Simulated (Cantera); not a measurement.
A closed system holds: 1 mol MgO, 2.4 mol SO2, 0.56 mol H2O, at 3080 Torr.

Method: chemical equilibrium by Gibbs-energy minimisation in Cantera with the NASA 1993 tables (ideal gas, pure condensed phases). Candidate condensed phases: H2O, H2SO4, Mg, MgO, Mg(OH)2, MgS, MgSO4, S; 26 gas species. Gases not in the tables: S3 to S7. The numbers say what is thermodynamically allowed, not how fast it happens.

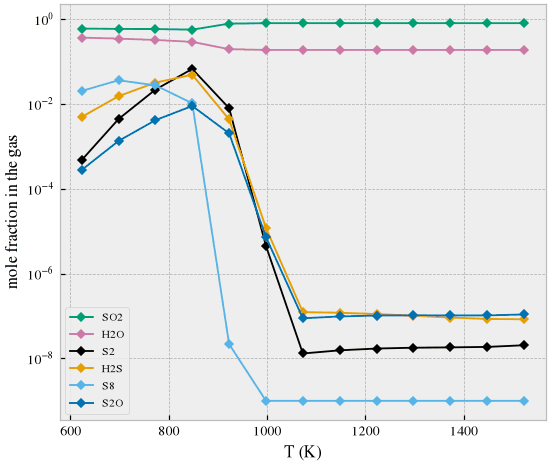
Fig. 1. Equilibrium gas composition (values under 1e-9 drawn at 1e-9)

At 623 K the condensed part is MgSO4(s) + S(l). From 698 K to 848 K the condensed part is MgSO4(s). From 923 K to 998 K the condensed part is MgO(s) + MgSO4(s). From 1073 K to 1523 K the condensed part is MgO(s).
